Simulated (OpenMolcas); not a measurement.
**Predicting a hybrid from its neighbours: BH2F**

BH2F: 4 atoms, total charge 0, spin state singlet. SMILES: `BF`. Geometry: relaxed at PBE0-D4/def2-TZVP.

The electronic atomisation energy y, in eV, basis cc-pVTZ; a is the functional's share of exact exchange. Programs: OpenMolcas 26.06.

| functional | program | a | y (eV) |
| --- | --- | --- | --- |
| r2SCAN | OpenMolcas | 0 | 15.02 |
| PBE | OpenMolcas | 0 | 15.10 |
| B3LYP | OpenMolcas | 0.2 | 15.01 |
| PBE0 | OpenMolcas | 0.25 | ? |
| BHLYP | OpenMolcas | 0.5 | 14.64 |

Question: Fit y = c + s·a to the known rows and predict PBE0.

Answer: 
1. Means of the 4 rows: a = 0.1750, y = 14.942.
2. Σ(Δa)² = 0.1675, Σ(Δa·Δy) = -0.13775, so the slope is -0.13775/0.1675 = -0.82239.
3. Intercept: 14.942 − (-0.82239) × 0.1750 = 15.086. The largest residual of the fit is 0.088.
4. PBE0: 15.086 + (-0.82239) × 0.25 = 14.88 eV.

The run gave 14.84 eV, so the prediction is off by +0.04 eV, within the scatter of the fit.

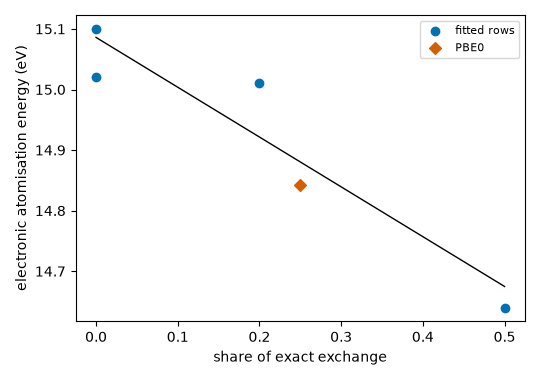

The fitted line, with the withheld row.
